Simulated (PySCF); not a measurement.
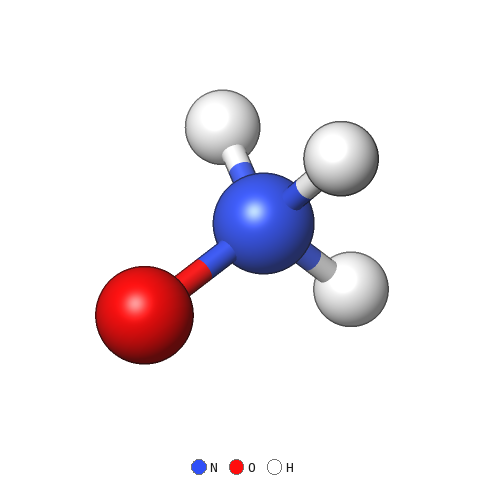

Every bond is drawn as one stick, whatever its order.

What is the molecular formula?

Answer. H₃NO, 5 atoms: 3 hydrogen, 1 nitrogen and 1 oxygen.

How many bonds of each kind are drawn?

Answer. 3 N–H, 1 N–O.

More results for the same structure follow; atom numbers are the same in all pictures, views and colours differ. Computed geometry: PBE0-D3(BJ)/def2-SVP optimisation. No frequency run is at hand to confirm it as a minimum.

**Geometry**

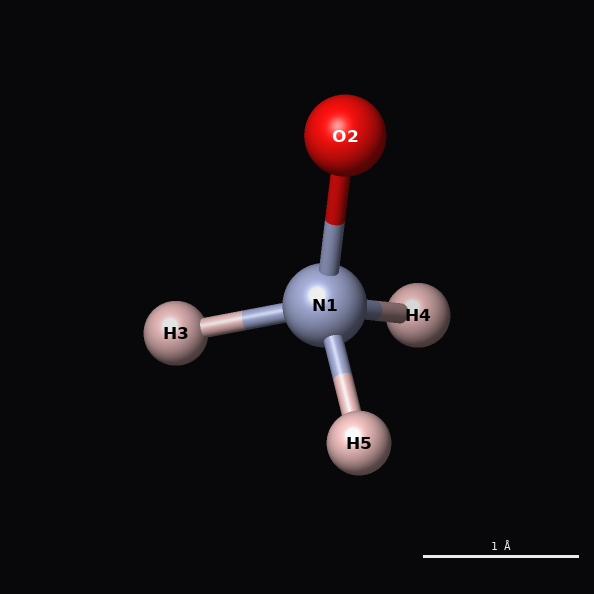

No frequency run is at hand to confirm it as a minimum.

What is the geometry at N1?

Answer. N1 has 4 neighbours (O2 at 1.31, H3 at 1.05, H4 at 1.05, H5 at 1.05 Å); the arrangement is tetrahedral.

**NMR shielding**

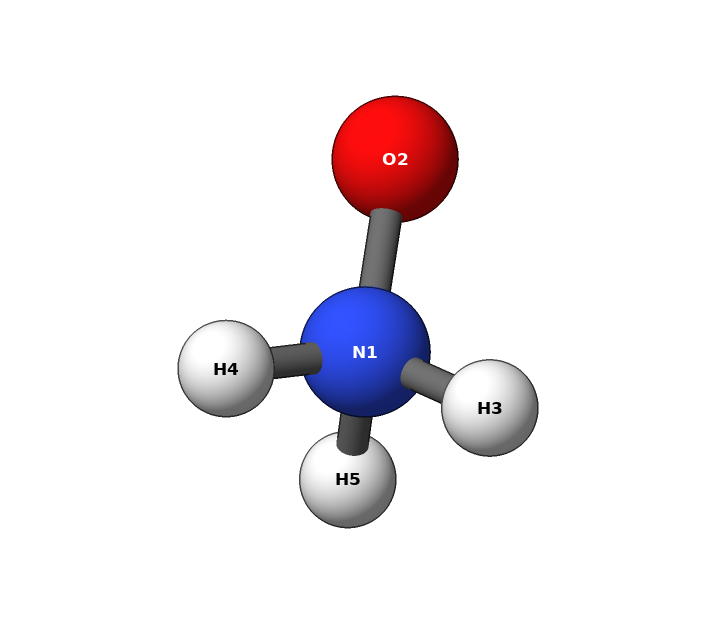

No frequency run is at hand to confirm it as a minimum. Method: GIAO PBE0/pcSseg-1 NMR shielding, non-relativistic, IEF-PCM cyclohexane (PySCF 2.14.0). Principal shieldings σ11 ≤ σ22 ≤ σ33, span Ω = σ33 − σ11, skew κ = 3(σiso − σ22)/Ω.

Give the shielding tensors of the O atoms.

| atom | σ11 | σ22 | σ33 | σiso | Ω | κ |
| --- | --- | --- | --- | --- | --- | --- |
| O2 | 195.3 | 195.3 | 275.5 | 222.0 | 80.2 | 1.00 |

Shieldings and span in ppm.

**Levels of theory compared**

No frequency run is at hand to confirm it as a minimum. Program: PySCF 2.14.0.

At this fixed geometry, give HOMO energy (eV), dipole (D), HOMO–LUMO gap (eV) at these levels: BHandHLYP/aug-pcX-1 (pcseg-1 on H); CAM-B3LYP/def2-SVPD; CAM-B3LYP/def2-SVPD in cyclohexane (IEF-PCM); CAM-B3LYP/def2-SVPD in methanol (IEF-PCM); PBE0/pcSseg-1 in cyclohexane (IEF-PCM); PBE0/pcSseg-1 in methanol (IEF-PCM).

```
                                       level  HOMO energy (eV)  dipole (D)  HOMO–LUMO gap (eV)
          BHandHLYP/aug-pcX-1 (pcseg-1 on H)             −8.00        5.33                8.13
                         CAM-B3LYP/def2-SVPD             −7.89        5.34                8.35
CAM-B3LYP/def2-SVPD in cyclohexane (IEF-PCM)             −8.00        5.98                8.95
   CAM-B3LYP/def2-SVPD in methanol (IEF-PCM)             −8.25        6.91                9.87
      PBE0/pcSseg-1 in cyclohexane (IEF-PCM)             −5.85        5.76                6.53
         PBE0/pcSseg-1 in methanol (IEF-PCM)             −6.06        6.50                7.37
```

**Polarisability**

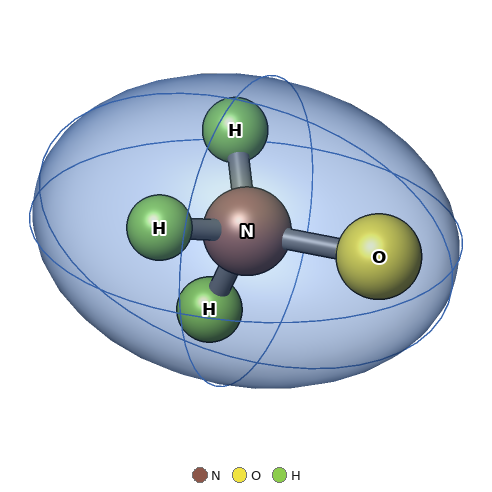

The ellipsoid shows the static dipole polarisability: its half-axes are proportional to the principal values. No frequency run is at hand to confirm it as a minimum. Computed with CAM-B3LYP/def2-SVPD in cyclohexane (IEF-PCM) (PySCF 2.14.0).

Give the principal values, the mean and the anisotropy.

Answer. Principal values 18.8, 18.8, 27.1 bohr³; mean 21.6 bohr³ (3.20 Å³); anisotropy 8.3 bohr³, so the longest axis is 1.44 times the shortest.
